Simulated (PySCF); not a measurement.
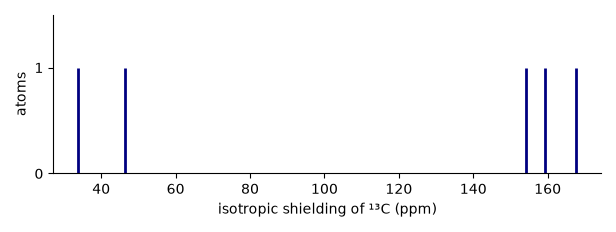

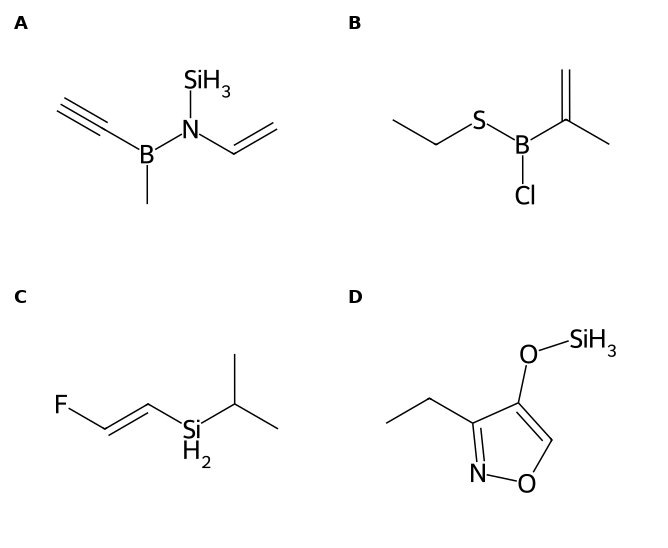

The sticks are computed shieldings of one of the molecules, for one fixed geometry (GFN2-xTB) without averaging over rotations. Low shielding means a high chemical shift. Method: GIAO PBE0/pcSseg-1 NMR shielding, non-relativistic, gas phase (PySCF 2.14.0).

> Which molecule gives this pattern?

B, `C=C(C)B(Cl)SCC`. Its 5 C atoms give lines at 33.8, 46.3, 154.3, 159.3, 167.7 ppm.

The geometry is semi-empirical. Around B, Si such bond lengths and angles can be off by a tenth of an ångström or more and by several degrees, and values that hang on the shape move with them.
